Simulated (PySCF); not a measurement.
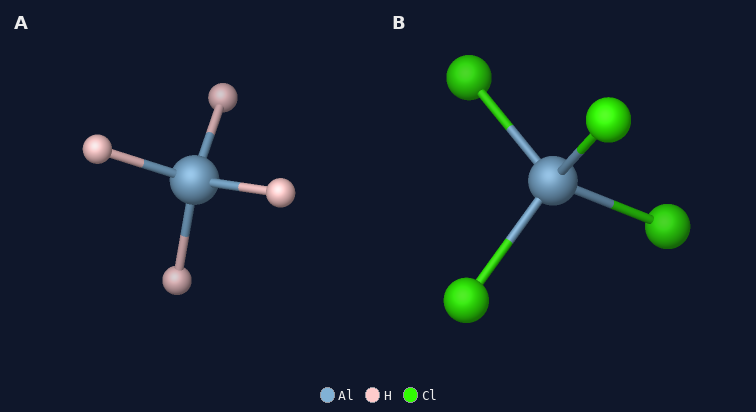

Two related species, optimised with PBE0-D3(BJ)/def2-SVP; properties computed with PySCF 2.14.0. Both: charge −1, singlet.

Question. Identify both.

Answer. A is [AlH4]-, B is [AlCl4]-.

Compare them. With B3LYP/pcSseg-1 (pcSseg-2 on Al): HOMO energy (Kohn–Sham orbital) (eV), shielding of Al (ppm). With B3LYP/def2-SVPD: mean static polarisability (bohr³). With PBE0/pcSseg-1 (pcSseg-2 on Al): Hirshfeld charge of Al (e), IAO charge of Al (e).

```tsv
quantity	A	B
HOMO energy (Kohn–Sham orbital) (eV)	−2.10	−4.08
shielding of Al (ppm)	483.2	444.6
mean static polarisability (bohr³)	53.7	88.6
Hirshfeld charge of Al (e)	0.04	0.28
IAO charge of Al (e)	0.02	0.83
```

Each is one conformer, and no frequency run is at hand to confirm it as a minimum.
